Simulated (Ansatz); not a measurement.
**HF/STO-3G run of SiH4O (silanol)**

Aim: the energy change on altering one bond length of SiH4O (silanol) at HF/STO-3G, from 2 runs. 

The calculation is run with Ansatz 0.2.0.

47 further runs of the same task are left out: 47 set aside as unsound or not needed.

### Step 1. The system as given

The species is SiH4O (6 atoms), meant as a singlet with charge 0. SMILES: `O[SiH3]`. The shape is that of a PBE0-D4/def2-TZVP optimisation.

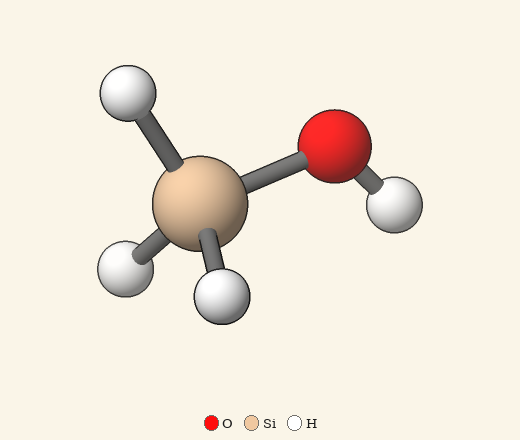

The structure, seen from a chosen angle (oxygen red, silicon light orange, hydrogen white).

### Step 2. The energy at HF/STO-3G

File input.yaml:

```yaml
crystal:
  periodic: [false, false, false]
  atoms:
    - {symbol: O, position_ang: [0.636700, -1.030300, 0.419000]}
    - {symbol: Si, position_ang: [-0.035700, 0.346500, -0.187000]}
    - {symbol: H, position_ang: [0.069100, -1.629200, 0.904700]}
    - {symbol: H, position_ang: [-1.128300, 0.045700, -1.152800]}
    - {symbol: H, position_ang: [1.060500, 1.064900, -0.875600]}
    - {symbol: H, position_ang: [-0.602300, 1.202400, 0.891700]}
basis:
  gaussian:
    orbitals: STO-3G
hamiltonian:
  xc: hf
accuracy: high
output: {orbitals: {seedname: orbitals}}
```

Started as:

```sh
$ ansatz run input.yaml --threads 1 --pin off --max-ram 3480MiB --events-out events.jsonl --progress --plain --runs-dir runs
```

What it wrote:

```text
Warning: RAYON_NUM_THREADS=1 ignored (pool sized by the plan → 1); use --threads N
Functional definition: HF
  name "HF"
  exchange = exact_x
  correlation = 0
314 factors; integrals over basis functions are off by at most 3.0e-8 eV
mean field evaluation 1: about -9842.7099 eV, gradient 1.9e1 eV
mean field evaluation 2: about -9842.7388 eV, gradient 1.9e1 eV
mean field evaluation 4: about -9844.0504 eV, gradient 8.6e-1 eV
mean field evaluation 8: about -9844.0536 eV, gradient 2.2e-6 eV
mean field -9844.05363517 eV, -361.7622985532 hartree, gradient 8.8e-9 eV, S^2 0.000000; 0 other end points of the search recorded, 0 dependent functions left out
reference -9844.05363517 eV, -361.7622985532 hartree; 13, 13 occupied and 5, 5 virtual orbitals, 314 factors
Total energy: -9844.05363517 eV, -361.7622985532 hartree
```

Run time: 0.1 s. Hardware: 1 thread of Arm Neoverse V1, shared host.

### Step 3. The distorted shape at the same level

File job.yaml:

```yaml
crystal:
  periodic: [false, false, false]
  atoms:
    - {symbol: O, position_ang: [1.317795, -0.311646, -0.163819]}
    - {symbol: Si, position_ang: [0.645395, 1.065154, -0.769819]}
    - {symbol: H, position_ang: [0.069100, -1.629200, 0.904700]}
    - {symbol: H, position_ang: [-0.447205, 0.764354, -1.735619]}
    - {symbol: H, position_ang: [1.741595, 1.783554, -1.458419]}
    - {symbol: H, position_ang: [0.078795, 1.921054, 0.308881]}
basis:
  gaussian:
    orbitals: STO-3G
output:
  orbitals: {seedname: orbitals}
hamiltonian:
  xc: hf
accuracy: high
```

Started as:

```sh
$ ansatz run job.yaml --threads 1 --pin off --max-ram 3480MiB --events-out events.jsonl --progress --plain --runs-dir runs
```

What it wrote:

```text
Warning: RAYON_NUM_THREADS=1 ignored (pool sized by the plan → 1); use --threads N
Functional definition: HF
  name "HF"
  exchange = exact_x
  correlation = 0
312 factors; integrals over basis functions are off by at most 2.3e-8 eV
mean field evaluation 1: about -9828.5930 eV, gradient 3.2e1 eV
mean field evaluation 2: about -9828.6100 eV, gradient 3.2e1 eV
mean field evaluation 4: about -9835.3736 eV, gradient 5.5e0 eV
mean field evaluation 8: about -9835.4821 eV, gradient 3.8e-2 eV
mean field -9835.48207243 eV, -361.4472994324 hartree, gradient 2.7e-8 eV, S^2 0.000000; 0 other end points of the search recorded, 0 dependent functions left out
reference -9835.48207243 eV, -361.4472994324 hartree; 13, 13 occupied and 5, 5 virtual orbitals, 312 factors
Total energy: -9835.48207243 eV, -361.4472994324 hartree
```

Wall time 0.1 s (1 thread of Arm Neoverse V1, shared host).

### Step 4. What came out

At HF/STO-3G:

```
                                                         quantity          value
                                        first shape: total energy  -361.76230 Eh
                                         first shape: HOMO energy       -9.26 eV
                                         first shape: LUMO energy       13.34 eV
                                       first shape: HOMO–LUMO gap       22.60 eV
                                    distorted shape: total energy  -361.44730 Eh
                                     distorted shape: HOMO energy       -6.66 eV
                                     distorted shape: LUMO energy        2.87 eV
                                   distorted shape: HOMO–LUMO gap        9.54 eV
energy change with the O1–H3 bond stretched from 0.957 to 2.106 Å       8.572 eV
```

What this shows: One bond (distorted shape) is far stretched, which a spin-restricted single reference describes badly; a broken-symmetry solution may lie lower. With the O1–H3 bond stretched from 0.957 to 2.106 Å the energy rises by 8.57 eV (827 kJ/mol). The first shape isn't relaxed at this level, so the change isn't measured from a minimum. A restricted reference can't describe the breaking bond well at this length. The minimal basis adds a large error of its own.
